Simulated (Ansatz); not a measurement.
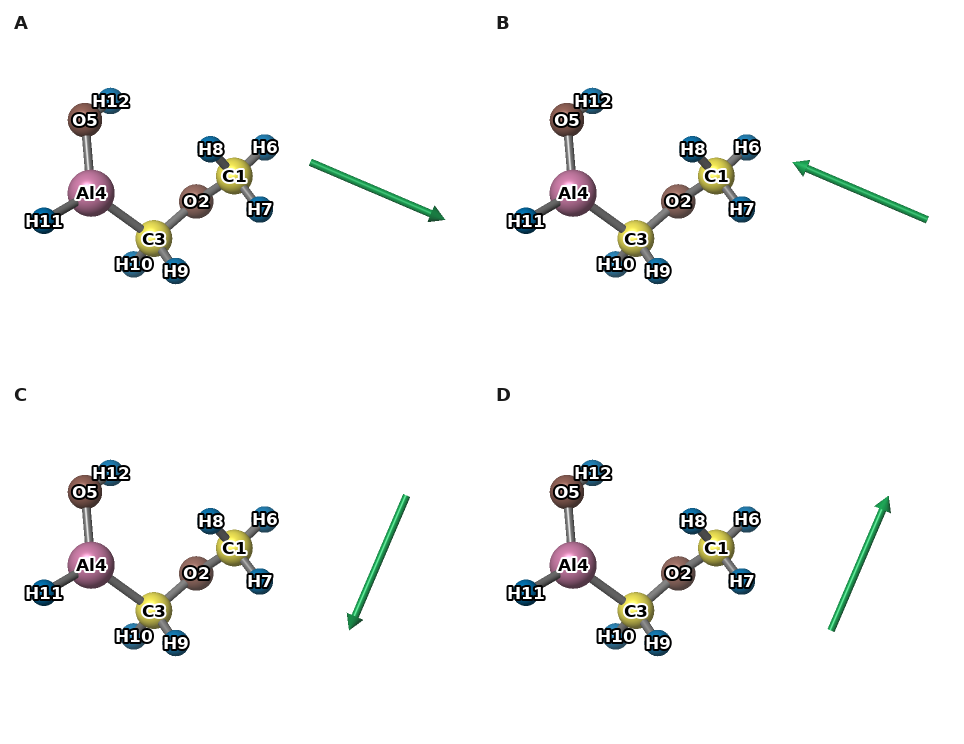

The same molecule four times, each with an arrow. The computed structure is the end point of a PBE0-D4/def2-TZVP optimisation. Method: RKS PBE0-D4/def2-TZVP (Ansatz 0.2.0).

> Which arrow points along the dipole moment, from the negative to the positive end?

A. The dipole moment is 1.46 D; it points from the side of O5, H11 to the side of H7 (the outermost atoms at the two ends).
